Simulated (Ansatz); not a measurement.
Input

```
crystal:
  periodic: [false, false, false]
  atoms:
    - { symbol: Ta, position_ang: [-0.067536, 0.100723, -0.174985] }
    - { symbol: Cl, position_ang: [2.28038, 0.749988, -0.208226] }
    - { symbol: F, position_ang: [0.397437, -0.891726, 1.364329] }
    - { symbol: Cl, position_ang: [-0.086572, 0.330503, -2.49034] }
    - { symbol: Cl, position_ang: [-0.995874, 2.020773, 0.600726] }
    - { symbol: Cl, position_ang: [-1.964938, -1.247021, -0.30962] }
    - { symbol: P, position_ang: [1.593693, -3.050129, -1.256094] }
    - { symbol: H, position_ang: [0.643538, -3.248986, -0.19289] }
    - { symbol: H, position_ang: [0.586825, -2.654807, -2.205109] }
    - { symbol: H, position_ang: [1.913447, -1.708918, -0.872891] }
basis:
  gaussian: { orbitals: def2-SVP }
hamiltonian:
  xc: pbe
relax:
  f_tol: 0.03
  max_steps: 50
output:
  orbitals: {}
```

Launched as:

```sh
ansatz run input.yaml --threads 4 --pin off --max-ram 5120MiB --backend cpu --events-out ev --progress --plain --runs-dir out
```

The fields are those of the run's last geometry, not of the input's.

Core potentials replace the inner electrons of Ta.

Level of theory: Ansatz 0.2.0, RKS PBE/def2-SVP.

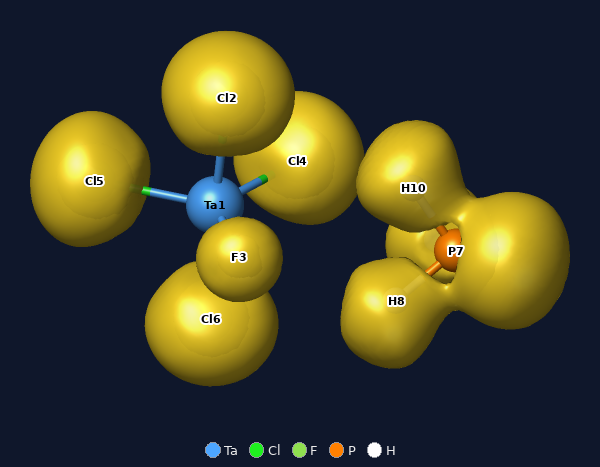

Cl4FTa···PH3. Isosurface of the ELF at 0.75 (yellow), seen at a tilt. Only the valence region is drawn (cores and ρ < 0.01 e/Å³ removed).

Question: Describe the localisation domains.

Answer: At this value the surface marks out four regions wrapped around Cl (the valence shell of each), one region wrapped around F (its valence shell) and one joined region spread over several atoms (H, P), in which their bonds and any lone pairs are merged. Along the contacts the grid gives the following. Ta1···P7 (4.68 Å): the ELF dips to about 0 between them (a weak contact between the two molecules). Ta–F (1.88 Å): the ELF peaks at about 0.85 in the valence shell of F, 0.5 Å from its nucleus, and drops to about 0.25 between the two atoms.
